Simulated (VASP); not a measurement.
Band structure of Ca (fcc). Method: r2SCAN+rVV10, VASP's PBE PAW potentials (set 64) (plane waves; VASP 6.6.1).

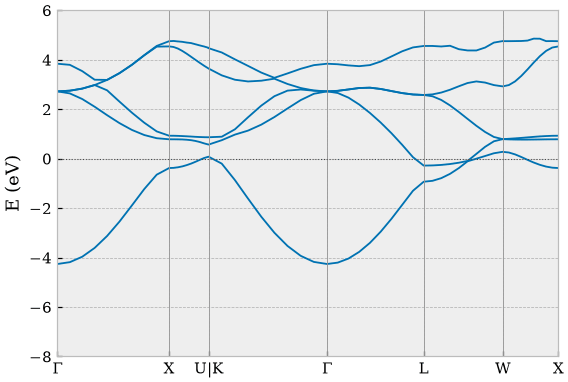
Figure: Bands along high-symmetry lines, zero at the valence-band maximum or, without a gap, the Fermi level

Task: Read the plot: is there a gap, and where are the band edges?

Result: It has no gap at this level: it comes out as a metal or semimetal.

The compound is Ca in the fcc structure. It was relaxed first.
